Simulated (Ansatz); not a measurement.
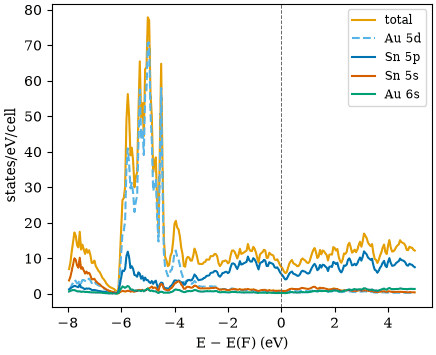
*Total and projected density of states of Sn2Au in space group Pbca (No. 61; Sn on 8c, Sn on 8c, Au on 8c), the program Ansatz at the PBEsol level (PAW)*

Problem. Which orbitals carry the states next to the Fermi level?

Solution. Within 0.5 eV of the Fermi level: Sn 5p 73 %, Sn 5s 11 %, Au 5d 7 %. Projections are on Löwdin-orthogonalised atomic valence shells; empty p or d shells of many metals are not among them.

Problem. Where is the tallest occupied peak in this window, and what makes it?

Solution. Near -5.0 eV, about 78 states/eV per cell; the largest projected share is Au 5d.

The workflow started from a Materials Project entry (that database holds measured and hypothetical structures alike); the Crystallography Open Database files this formula in space group No. 61, but the cells were not matched. Whether it is the stable phase at ambient conditions was not checked. Symmetry was held in the PBEsol relaxation; its stability against distortions is not shown here. Scalar-relativistic: spin–orbit coupling is off unless named, which matters more the heavier the elements.

Potentials: the later of the program's two PAW sets.
